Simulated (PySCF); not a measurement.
# CH6AsCu: magnetic properties

Wanted: magnetic properties for CH6AsCu (`[CH3][Cu]<-[AsH3]`).

Computed with PySCF 2.14.0 and routines of our own; the level stands in each step. Atoms count from 0.

### 1 The starting structure

9 atoms, charge 0, multiplicity 1; geometry from: GFN2-xTB.

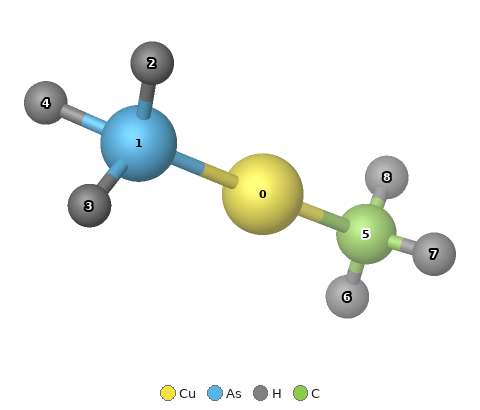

The starting geometry (copper yellow, arsenic blue, hydrogen grey, carbon green); sticks join atoms by distance alone.

### 2 Magnetic properties: GIAO PBE0/def2-SVP Cu:def2-TZVP

The job: settings as JSON, then the geometry in Å.

```
{"job": {"kind": "mag", "xc": "PBE0", "basis": {"default": "def2-SVP", "Cu": "def2-TZVP"}}, "charge": 0, "multiplicity": 1}
Cu    -0.014390    -0.026230    -0.296590
As    -0.022490    -0.047670     2.064210
H      1.222090    -0.143780     2.864230
H     -0.727810    -1.038110     2.913070
H     -0.525410     1.097870     2.859610
C      0.012160     0.029650    -2.272470
H     -0.983170     0.044180    -2.725340
H      0.518840    -0.825140    -2.729210
H      0.520190     0.909240    -2.677500
```

Level: GIAO PBE0/def2-SVP Cu:def2-TZVP magnetisability, rotational g tensor and spin-rotation constants, non-relativistic, gas phase.

Command:

```
$ OMP_NUM_THREADS=1 python excited_run.py task.json out
```

The driver reads the jobs from task.json and runs them one after another.

Output:

```text
coarse grid: 34784 points
cycle   1  E = -3915.9112048042  dE =  1.116e-01  |g| = 3.892e+00  |ddm| = 2.969e+00
cycle   2  E = -3912.9152455502  dE =  2.996e+00  |g| = 7.025e+00  |ddm| = 6.536e+00
cycle   3  E = -3917.1205232543  dE = -4.205e+00  |g| = 9.558e-01  |ddm| = 5.327e+00
cycle   4  E = -3917.2103834887  dE = -8.986e-02  |g| = 2.577e-01  |ddm| = 8.760e-01
cycle   5  E = -3917.2189848451  dE = -8.601e-03  |g| = 8.275e-02  |ddm| = 2.662e-01
cycle   6  E = -3917.2206064715  dE = -1.622e-03  |g| = 7.205e-03  |ddm| = 8.181e-02
cycle   7  E = -3917.2206113524  dE = -4.881e-06  |g| = 3.344e-03  |ddm| = 5.144e-03
cycle   8  E = -3917.2206124401  dE = -1.088e-06  |g| = 6.404e-04  |ddm| = 2.120e-03
final grid: 69552 points
cycle   9  E = -3917.2206242204  dE =  3.308e-07  |g| = 2.141e-03  |ddm| = 1.130e-03
cycle  10  E = -3917.2206203778  dE =  3.843e-06  |g| = 7.136e-03  |ddm| = 3.147e-03
cycle  11  E = -3917.2206246010  dE = -4.223e-06  |g| = 5.469e-05  |ddm| = 2.436e-03
cycle  12  E = -3917.2206246018  dE = -7.867e-10  |g| = 9.298e-06  |ddm| = 7.049e-05
converged SCF energy = -3917.2206246018

Magnetisability tensor (1e-30 J/T^2)
    -1209.80       -0.66        0.92
       -0.66    -1210.06        1.65
        0.92        1.65    -1237.01
isotropic -1218.96   principal values   -1237.15  -1210.47  -1209.25
isotropic susceptibility -73.407 1e-6 cm^3/mol

Inertial axes            a          b          c
rot. const./GHz     65.7380     1.3984     1.3983
chi total           -74.498    -72.862    -72.862
chi diamagnetic    -103.105   -908.582   -908.582
chi paramagnetic     28.607    835.720    835.720
quadrupole/D A       -5.953      2.977      2.977
g nuclear            0.9986     0.5469     0.5469
g electronic        -0.8835    -0.5490    -0.5490
g total              0.1151    -0.0021    -0.0021

Spin-rotation constants (kHz, H = +C I.J)
atom  isotope        aa         bb         cc
  0   63Cu       11.812      3.734      3.733
  1   75As       62.055      1.340      1.340
  2     1H       -4.823     -0.086     -0.086
  3     1H       -4.356     -0.091     -0.091
  4     1H       -4.894     -0.086     -0.086
  6     1H       -5.875     -0.086     -0.086
  7     1H       -5.872     -0.086     -0.086
  8     1H       -6.014     -0.085     -0.085
  5    13C*       6.048      0.115      0.115
* in the singly substituted isotopologue
```

Wall time 24 s (1 thread of AMD EPYC 7R43, shared host); peak memory 1 GiB.

From this job:

```tsv
quantity	value
magnetisability	-1219·10⁻³⁰ J/T²
molar susceptibility	-73.4·10⁻⁶ cm³/mol
rotational g (a, b, c)	0.1151, -0.0021, -0.0021
```

### 3 Magnetic properties: GIAO HSE06/def2-SVP Cu:def2-TZVP

The job, as its differences from that of step 2:

```diff
@@ -1,2 +1,2 @@
-{"job": {"kind": "mag", "xc": "PBE0", "basis": {"default": "def2-SVP", "Cu": "def2-TZVP"}}, "charge": 0, "multiplicity": 1}
+{"job": {"kind": "mag", "xc": "HSE06", "basis": {"default": "def2-SVP", "Cu": "def2-TZVP"}}, "charge": 0, "multiplicity": 1}
 Cu    -0.014390    -0.026230    -0.296590
```

Method: GIAO HSE06/def2-SVP Cu:def2-TZVP magnetisability, rotational g tensor and spin-rotation constants, non-relativistic, gas phase.

Output:

```text
coarse grid: 34784 points
cycle   1  E = -3915.3102002794  dE =  7.216e-01  |g| = 4.648e+00  |ddm| = 3.111e+00
cycle   2  E = -3910.9227280463  dE =  4.387e+00  |g| = 8.183e+00  |ddm| = 9.048e+00
cycle   3  E = -3917.0240284109  dE = -6.101e+00  |g| = 1.354e+00  |ddm| = 7.948e+00
cycle   4  E = -3917.1729720454  dE = -1.489e-01  |g| = 4.141e-01  |ddm| = 1.140e+00
cycle   5  E = -3917.2158352149  dE = -4.286e-02  |g| = 1.340e-01  |ddm| = 6.928e-01
cycle   6  E = -3917.2197606027  dE = -3.925e-03  |g| = 3.647e-02  |ddm| = 1.354e-01
cycle   7  E = -3917.2199737339  dE = -2.131e-04  |g| = 4.379e-03  |ddm| = 3.707e-02
cycle   8  E = -3917.2199761765  dE = -2.443e-06  |g| = 9.496e-04  |ddm| = 4.703e-03
final grid: 69552 points
cycle   9  E = -3917.2199180180  dE =  6.135e-07  |g| = 2.698e-03  |ddm| = 2.346e-03
cycle  10  E = -3917.2199113138  dE =  6.704e-06  |g| = 9.450e-03  |ddm| = 4.779e-03
cycle  11  E = -3917.2199187762  dE = -7.462e-06  |g| = 4.067e-04  |ddm| = 3.562e-03
cycle  12  E = -3917.2199188149  dE = -3.870e-08  |g| = 6.959e-05  |ddm| = 5.275e-04
cycle  13  E = -3917.2199188161  dE = -1.214e-09  |g| = 1.084e-05  |ddm| = 8.441e-05
cycle  14  E = -3917.2199188161  dE =  4.547e-12  |g| = 3.161e-06  |ddm| = 1.270e-05
converged SCF energy = -3917.2199188161

Magnetisability tensor (1e-30 J/T^2)
    -1206.91       -0.66        0.95
       -0.66    -1207.17        1.72
        0.95        1.72    -1237.11
isotropic -1217.06   principal values   -1237.24  -1207.59  -1206.36
isotropic susceptibility -73.293 1e-6 cm^3/mol

Inertial axes            a          b          c
rot. const./GHz     65.7380     1.3984     1.3983
chi total           -74.504    -72.688    -72.688
chi diamagnetic    -103.175   -908.458   -908.458
chi paramagnetic     28.671    835.770    835.770
quadrupole/D A       -5.734      2.867      2.867
g nuclear            0.9986     0.5469     0.5469
g electronic        -0.8855    -0.5491    -0.5490
g total              0.1131    -0.0021    -0.0021

Spin-rotation constants (kHz, H = +C I.J)
atom  isotope        aa         bb         cc
  0   63Cu       11.843      3.753      3.753
  1   75As       62.231      1.346      1.345
  2     1H       -4.822     -0.086     -0.086
  3     1H       -4.355     -0.091     -0.091
  4     1H       -4.893     -0.086     -0.086
  6     1H       -5.880     -0.086     -0.086
  7     1H       -5.877     -0.086     -0.086
  8     1H       -6.019     -0.084     -0.084
  5    13C*       6.095      0.119      0.119
* in the singly substituted isotopologue
```

It took 57 s on 1 thread of AMD EPYC 7R43, shared host; peak memory 1.6 GiB.

From this job:

```tsv
quantity	value
magnetisability	-1217·10⁻³⁰ J/T²
molar susceptibility	-73.3·10⁻⁶ cm³/mol
rotational g (a, b, c)	0.1131, -0.0021, -0.0021
```

### 4 Magnetic properties side by side

```tsv
level	ξ (10⁻³⁰ J/T²)	g(a)	g(b)	gap (eV)	functions	time
GIAO PBE0/def2-SVP Cu:def2-TZVP	-1219	0.1151	-0.0021	5.48	121	24 s
GIAO HSE06/def2-SVP Cu:def2-TZVP	-1217	0.1131	-0.0021	4.74	121	57 s
```

### 5 Results

| quantity | value |
| --- | --- |
| magnetisability (step 2, GIAO PBE0/def2-SVP Cu:def2-TZVP) | -1219·10⁻³⁰ J/T² |
| molar susceptibility (step 2, GIAO PBE0/def2-SVP Cu:def2-TZVP) | -73.4·10⁻⁶ cm³/mol |
| rotational g (a, b, c) (step 2, GIAO PBE0/def2-SVP Cu:def2-TZVP) | 0.1151, -0.0021, -0.0021 |
| magnetisability over the levels | -1219 to -1217·10⁻³⁰ J/T² |

In words: Steps that list no spin-orbit terms leave them out, which matters at and beside the heavy atoms. The geometry comes from tight binding, which is rough for metal atoms, and these values hang on it. The magnetisability spreads by 0.2 % over 2 levels, from GIAO PBE0/def2-SVP Cu:def2-TZVP (24 s) to GIAO HSE06/def2-SVP Cu:def2-TZVP (57 s); the runs took 24 s to 57 s. Two levels can agree by chance, so this spread shows no convergence. Vibrational averaging and real surroundings are missing from these values.
